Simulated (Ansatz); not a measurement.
# One shape, several levels: SiNH3F− (SMILES N[SiH-]F)

Wanted: a comparison of 6 runs (B2PLYP/STO-3G, HSE06/STO-3G, PBE/STO-3G, PBE0/STO-3G, r2SCAN/STO-3G, UMP2/STO-3G) of SiNH3F−. 

The calculation is run with Ansatz 0.2.0.

2 further runs of the same task are left out: 2 that didn't finish.

## (1) Starting point

The species is SiNH3F− (6 atoms), meant as a singlet with charge -1. As SMILES, `N[SiH-]F`. The H4–N1 distance was set to 1.521 Å, away from the relaxed value. At this shape a bond of the SMILES string is far longer than usual.

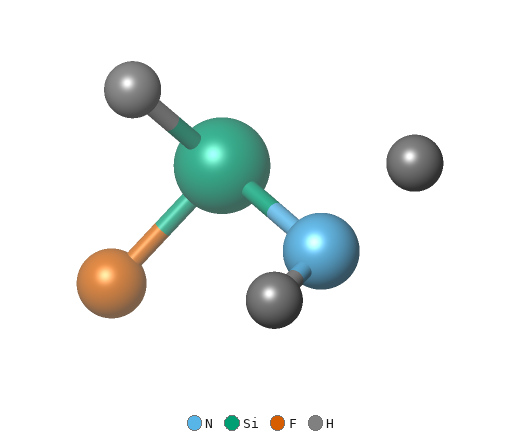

The structure, seen from a chosen angle (nitrogen blue, silicon teal, fluorine orange, hydrogen grey).

## (2) A single-point energy at B2PLYP/STO-3G (run 1)

Contents of input.yaml:

```yaml
crystal:
  periodic: [false, false, false]
  atoms:
    - {symbol: "N", position_ang: [-0.348723, -0.283672, -0.747752]}
    - {symbol: Si, position_ang: [0.339147, -0.920422, 0.772638]}
    - {symbol: F, position_ang: [1.701317, -1.710562, 0.083978]}
    - {symbol: H, position_ang: [-1.421390, 0.759670, -0.473570]}
    - {symbol: H, position_ang: [0.325477, 0.139738, -1.387762]}
    - {symbol: H, position_ang: [1.191917, 0.276388, 1.295508]}
basis:
  gaussian: {orbitals: STO-3G}
total_charge: -1
magnetization: {spin_polarized: false, initial_magnetization: 0}
hamiltonian: {xc: {name: B2PLYP}}
correlation: {frozen_orbitals: {F: 1, H: 0, "N": 1, Si: 5}}
accuracy: high
```

On the command line:

```console
$ ansatz run input.yaml --threads 1 --pin off --max-ram 2610MiB --events-out events.jsonl --progress --plain --runs-dir runs
```

What it wrote:

```text
Warning: RAYON_NUM_THREADS=1 ignored (pool sized by the plan → 1); use --threads N
Functional definition: B2PLYP
  name "B2PLYP"
  parameter a = 0.53
  parameter c = 0.27
  exchange = (1 - a)*b88_x + a*exact_x
  correlation = (1 - c)*lyp_c + c*(mp2_os + mp2_ss)
408 factors; integrals over basis functions are off by at most 2.5e-8 eV
mean field evaluation 1: about -11964.3162 eV, gradient 9.6e0 eV
mean field evaluation 2: about -11964.3369 eV, gradient 9.6e0 eV
mean field evaluation 4: about -11964.8357 eV, gradient 1.6e0 eV
mean field evaluation 8: about -11964.8467 eV, gradient 4.1e-2 eV
mean field evaluation 16: about -11964.8467 eV, gradient 1.3e-6 eV
mean field -11964.84667500 eV, -439.7000052418 hartree, gradient 3.0e-8 eV, S^2 0.000000; 0 other end points of the search recorded, 0 dependent functions left out
7 core orbitals not correlated: weight in the atoms' cores, before any rotation towards them, 1.000 or more for the frozen orbitals, at most 0.000 for the correlated occupied ones
reference -11964.84669241 eV, -439.7000058816 hartree; 10, 10 occupied and 5, 5 virtual orbitals, 408 factors
second order -4.05831693 eV of doubles, -0.00000000 eV of singles
Total energy: -11965.94243798 eV, -439.7402737886 hartree
```

Wall time 2.1 s (1 thread of Arm Neoverse V1, shared host); peak memory 0.1 GiB.

## (3) The energy at HSE06/STO-3G (run 2)

Contents of job.yaml:

```yaml
crystal:
  periodic: [false, false, false]
  atoms:
    - {symbol: "N", position_ang: [-0.348723, -0.283672, -0.747752]}
    - {symbol: Si, position_ang: [0.339147, -0.920422, 0.772638]}
    - {symbol: F, position_ang: [1.701317, -1.710562, 0.083978]}
    - {symbol: H, position_ang: [-1.421390, 0.759670, -0.473570]}
    - {symbol: H, position_ang: [0.325477, 0.139738, -1.387762]}
    - {symbol: H, position_ang: [1.191917, 0.276388, 1.295508]}
basis:
  gaussian: {orbitals: STO-3G}
total_charge: -1
hamiltonian: {xc: hse06}
accuracy: high
```

On the command line:

```console
$ ansatz run job.yaml --threads 1 --pin off --max-ram 2610MiB --events-out events.jsonl --progress --plain --runs-dir runs
```

What it wrote:

```text
Warning: RAYON_NUM_THREADS=1 ignored (pool sized by the plan → 1); use --threads N
Functional definition: HSE06
  name "HSE06"
  parameter a = 0.25
  parameter omega = 0.11/bohr
  exchange = pbe_x - a*pbe_x_sr(omega) + a*exact_x_sr(omega)
  correlation = pbe_c
408 factors; integrals over basis functions are off by at most 2.5e-8 eV
63 factors; integrals over basis functions are off by at most 5.1e-10 eV
mean field evaluation 1: about -11967.2990 eV, gradient 1.3e1 eV
mean field evaluation 2: about -11967.3778 eV, gradient 1.3e1 eV
mean field evaluation 4: about -11968.1677 eV, gradient 8.6e-1 eV
mean field evaluation 8: about -11968.1444 eV, gradient 1.0e-2 eV
mean field evaluation 16: about -11968.1444 eV, gradient 7.1e-8 eV
mean field -11968.14435206 eV, -439.8211926386 hartree, gradient 7.8e-8 eV, S^2 0.000000; 0 other end points of the search recorded, 0 dependent functions left out
reference -11968.14435388 eV, -439.8211927054 hartree; 17, 17 occupied and 5, 5 virtual orbitals, 408 factors
Total energy: -11968.14435388 eV, -439.8211927054 hartree
```

It took 1.7 s on 1 thread of Arm Neoverse V1, shared host; peak memory 0.1 GiB.

## (4) The energy at PBE/STO-3G (run 3)

Edit job.yaml of step 3 so:

```diff
@@ -1 +1,4 @@
+basis:
+  gaussian:
+    orbitals: STO-3G
 crystal:
@@ -9,6 +12,5 @@
     - {symbol: H, position_ang: [1.191917, 0.276388, 1.295508]}
-basis:
-  gaussian: {orbitals: STO-3G}
 total_charge: -1
-hamiltonian: {xc: hse06}
+hamiltonian:
+  xc: pbe
 accuracy: high
```

On the command line:

```console
$ ansatz run job.yaml --threads 1 --pin off --max-ram 2610MiB --events-out events.jsonl --progress --plain --runs-dir runs
```

What it wrote:

```text
Warning: RAYON_NUM_THREADS=1 ignored (pool sized by the plan → 1); use --threads N
Functional definition: PBE
  name "PBE"
  parameter kappa = 0.804
  parameter beta = 0.06672455060314922
  exchange = pbe_x(kappa = kappa, mu = beta*pi^2/3)
  correlation = pbe_c(beta = beta)
408 factors; integrals over basis functions are off by at most 2.5e-8 eV
mean field evaluation 1: about -11962.5611 eV, gradient 3.3e1 eV
mean field evaluation 2: about -11959.9308 eV, gradient 3.3e1 eV
mean field evaluation 4: about -11966.5083 eV, gradient 8.2e0 eV
mean field evaluation 8: about -11966.6780 eV, gradient 2.1e-1 eV
mean field evaluation 16: about -11966.6783 eV, gradient 4.3e-6 eV
mean field -11966.67829286 eV, -439.7673159566 hartree, gradient 4.1e-8 eV, S^2 0.000000; 0 other end points of the search recorded, 0 dependent functions left out
reference -11966.67829467 eV, -439.7673160232 hartree; 17, 17 occupied and 5, 5 virtual orbitals, 408 factors
Total energy: -11966.67829467 eV, -439.7673160232 hartree
```

It took 1.5 s on 1 thread of Arm Neoverse V1, shared host; peak memory 0.099 GiB.

Runs 4 to 5 aren't shown in full; the table further down has their settings and results.

## (5) The energy at UMP2/STO-3G (run 6)

Contents of molecule.yaml:

```yaml
crystal:
  periodic: [false, false, false]
  atoms:
    - {symbol: "N", position_ang: [-0.348723, -0.283672, -0.747752]}
    - {symbol: Si, position_ang: [0.339147, -0.920422, 0.772638]}
    - {symbol: F, position_ang: [1.701317, -1.710562, 0.083978]}
    - {symbol: H, position_ang: [-1.421390, 0.759670, -0.473570]}
    - {symbol: H, position_ang: [0.325477, 0.139738, -1.387762]}
    - {symbol: H, position_ang: [1.191917, 0.276388, 1.295508]}
basis:
  gaussian: {orbitals: STO-3G}
total_charge: -1
magnetization: {spin_polarized: true, initial_magnetization: 0}
correlation: {method: mp2, frozen_orbitals: {F: 1, H: 0, "N": 1, Si: 5}}
accuracy: high
```

On the command line:

```console
$ ansatz run molecule.yaml --threads 1 --pin off --max-ram 2610MiB --events-out events.jsonl --progress --plain --runs-dir runs
```

What it wrote:

```text
Warning: RAYON_NUM_THREADS=1 ignored (pool sized by the plan → 1); use --threads N
Functional definition: HF
  name "HF"
  exchange = exact_x
  correlation = 0
408 factors; integrals over basis functions are off by at most 2.5e-8 eV
mean field evaluation 1: about -11940.2704 eV, gradient 7.7e0 eV
mean field evaluation 2: about -11940.3638 eV, gradient 7.7e0 eV
mean field evaluation 4: about -11941.1211 eV, gradient 7.2e-1 eV
mean field evaluation 8: about -11941.1338 eV, gradient 1.5e-2 eV
mean field evaluation 16: about -11941.2397 eV, gradient 5.8e-1 eV
mean field -11941.27059449 eV, -438.8336002638 hartree, gradient 5.0e-8 eV, S^2 0.307666; 1 other end points of the search recorded, 0 dependent functions left out
7 core orbitals not correlated: weight in the atoms' cores, before any rotation towards them, 1.000 or more for the frozen orbitals, at most 0.000 for the correlated occupied ones
reference -11941.27059449 eV, -438.8336002638 hartree; 10, 10 occupied and 5, 5 virtual orbitals, 408 factors
second order -2.40148789 eV of doubles, -0.00000000 eV of singles
Total energy: -11943.67208238 eV, -438.9218533159 hartree
```

Wall time 0.26 s (1 thread of Arm Neoverse V1, shared host).

## (6) The series

```
run          level  frozen core orbitals  energy (Eh)  wall time
  1  B2PLYP/STO-3G                     7  -439.740274      2.1 s
  2   HSE06/STO-3G                     –  -439.821193      1.7 s
  3     PBE/STO-3G                     –  -439.767316      1.5 s
  4    PBE0/STO-3G                     –  -439.833519      1.5 s
  5  r2SCAN/STO-3G                     –  -440.023015      3.6 s
  6    UMP2/STO-3G                     7  -438.921853     0.26 s
```

## (7) Outcome

```
                                          quantity          value
                               run 6: total energy  -438.92185 Eh
run 6: correlation energy (7 core orbitals frozen)      -88.3 mEh
          run 6: ⟨S²⟩ of the reference determinant          0.308
```

In words: Totals of different functionals can't be ranked against each other. In runs 1, 2, 3, 4, 5, 6 the basis is minimal, so the values are rough. Spin contamination of the reference: run 6 ⟨S²⟩ = 0.31. All runs together took 11 s, the longest 3.6 s.
